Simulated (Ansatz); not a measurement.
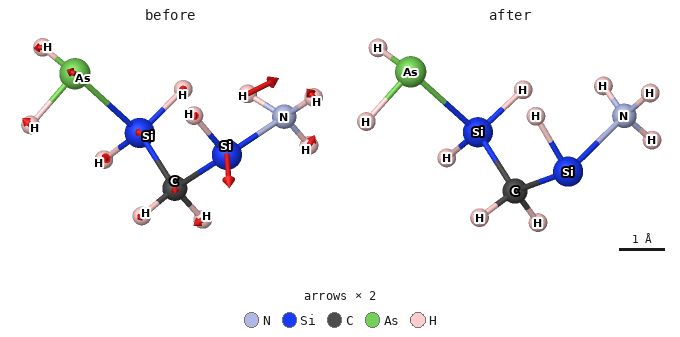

The structure of CH10AsNSi2 before (left) and after (right) a relaxation, at one scale. The red arrows give the displacements, 2 times their true length.

Style: ball-and-stick. Shown at a tilt.

The run prepares an end point of a later path (hydrogen shift) calculation, from a guessed geometry.

Computed with RHF/def2-SVP (Ansatz).

The input:
```yaml
crystal:
  periodic: [false, false, false]
  atoms:
    - { symbol: "N", position_ang: [0.2492, 1.471, 1.9259] }
    - { symbol: Si, position_ang: [0.163, -0.2454, 1.5842] }
    - { symbol: C, position_ang: [0.942, -0.5925, -0.0774] }
    - { symbol: Si, position_ang: [0.1131, 0.2681, -1.4431] }
    - { symbol: As, position_ang: [-2.082, -0.667, -1.6623] }
    - { symbol: H, position_ang: [-0.1991, 1.6664, 2.868] }
    - { symbol: H, position_ang: [1.2331, 1.7954, 1.9697] }
    - { symbol: H, position_ang: [-1.1878, -0.6955, 1.5596] }
    - { symbol: H, position_ang: [-0.2833, 1.50298, 1.03314] }
    - { symbol: H, position_ang: [2.0211, -0.2185, -0.0213] }
    - { symbol: H, position_ang: [0.9701, -1.6878, -0.2248] }
    - { symbol: H, position_ang: [0.7846, 0.0741, -2.6863] }
    - { symbol: H, position_ang: [-0.1156, 1.7228, -1.1708] }
    - { symbol: H, position_ang: [-1.5352, -1.9739, -2.2246] }
    - { symbol: H, position_ang: [-2.284, -0.0346, -3.0531] }
basis:
  gaussian: { orbitals: def2-SVP }
hamiltonian:
  xc: hf
relax:
  f_tol: 0.02
  max_steps: 50
```

Launched with:
```bash
ansatz run input.yaml --threads 2 --pin off --max-ram 3072MiB --backend cpu --events-out ev --progress --plain --runs-dir out
```

**Summarise the run.**

Si2 moves most after the best rigid fit: 0.47 Å. By element the largest moves are Si 0.47 Å, H 0.45 Å, As 0.11 Å, C 0.07 Å, N 0.02 Å. Near-neighbour distances that change, for instance: Si2–H9 1.887 → 2.681 Å, N1–Si2 1.752 → 2.092 Å, Si2–H8 1.424 → 1.519 Å, Si2–C3 1.868 → 1.957 Å. Bond angles that change, for instance: Si2–N1–H9 80.6° → 115.2°, N1–Si2–H8 111.1° → 88.4°, H6–N1–H9 122.7° → 107.9°. After 7 geometry steps the energy has fallen by 69.8 kcal/mol. Largest force component: 7.9 eV/Å at the start, 0.014 eV/Å at the end. The run took 24 s on 2 threads of AMD EPYC 9R14 (Zen 4), on a shared host, peak memory 0.46 GiB.

Limits of the set-up: Hartree-Fock leaves out electron correlation.
